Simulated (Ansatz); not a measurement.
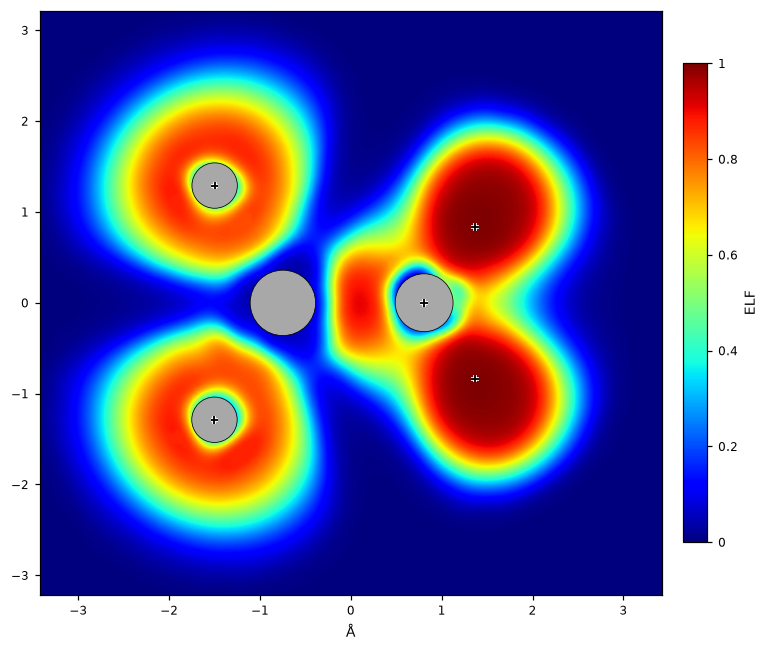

The electron localisation function on a plane through atoms (crosses mark nuclei in the plane; grey discs cover the cores).

The calculation used RKS PBE0-D4/def2-TZVPP (Ansatz).

Candidates:
A. C₄H₃N (SMILES C#CCC#N)
B. ClF₂H₂NSi (SMILES N[Si](F)(F)Cl)
C. AlBr₂Cl (SMILES [Cl][Al]([Br])[Br])

Question: Which candidate gave the map?

Answer: Candidate B: ClF₂H₂NSi on the plane of atoms H6, N1 and H7, which holds N, F and H. N–H (1.01 Å): the ELF climbs to about 1 towards the hydrogen, as it does in any bond to H; a covalent bond by its length.
